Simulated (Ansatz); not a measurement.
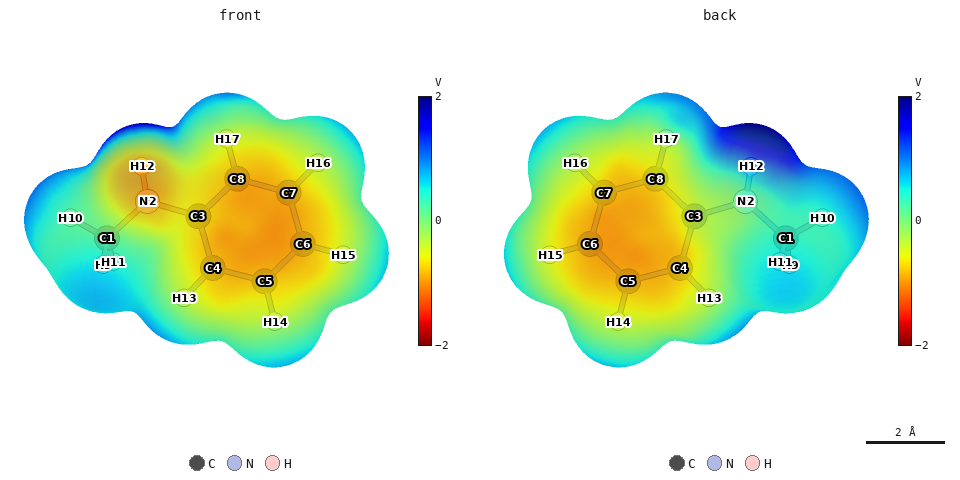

C₇H₉N. The molecular electrostatic potential painted on the density surface at 0.002 e/bohr³, seen from the front and from behind; the colour scale runs from red (negative) to blue (positive).

Geometry: PBE0-D4/def2-TZVP.

All numbers below come from Ansatz, RKS PBE0-D4/def2-TZVPP.

Input

```
crystal:
  periodic: [false, false, false]
  atoms:
    - {symbol: C, position_ang: [2.479863, -0.678035, -0.583906]}
    - {symbol: N, position_ang: [1.533561, -0.628504, 0.495395]}
    - {symbol: C, position_ang: [0.253265, -0.154483, 0.309616]}
    - {symbol: C, position_ang: [-0.111940, 0.565440, -0.831137]}
    - {symbol: C, position_ang: [-1.399899, 1.063392, -0.961809]}
    - {symbol: C, position_ang: [-2.351666, 0.854362, 0.021854]}
    - {symbol: C, position_ang: [-1.994115, 0.131969, 1.154460]}
    - {symbol: C, position_ang: [-0.714653, -0.364795, 1.300303]}
    - {symbol: H, position_ang: [2.747778, 0.330547, -0.911594]}
    - {symbol: H, position_ang: [3.392463, -1.159233, -0.232108]}
    - {symbol: H, position_ang: [2.110768, -1.230762, -1.459735]}
    - {symbol: H, position_ang: [1.610446, -1.367564, 1.172213]}
    - {symbol: H, position_ang: [0.609748, 0.739538, -1.618982]}
    - {symbol: H, position_ang: [-1.658705, 1.620925, -1.855382]}
    - {symbol: H, position_ang: [-3.355995, 1.244008, -0.089274]}
    - {symbol: H, position_ang: [-2.723747, -0.046672, 1.936673]}
    - {symbol: H, position_ang: [-0.446071, -0.920634, 2.193612]}
basis:
  gaussian: {orbitals: def2-TZVPP}
hamiltonian: {xc: pbe0, dispersion: d4}
output: {orbitals: {seedname: orbitals}}
```

Command:

```sh
ansatz run in.yaml --threads 2 --pin off --events-out ev --progress --plain --max-ram 32768MiB --backend cuda --devices 0, --max-vram 18GiB
```

Describe the electrostatic potential map.

Answer. The most negative region (about −1.0 V, or −23 kcal/mol for a unit charge) lies over the C and N atoms, the most positive (about +1.9 V, or +44 kcal/mol for a unit charge) over H12.
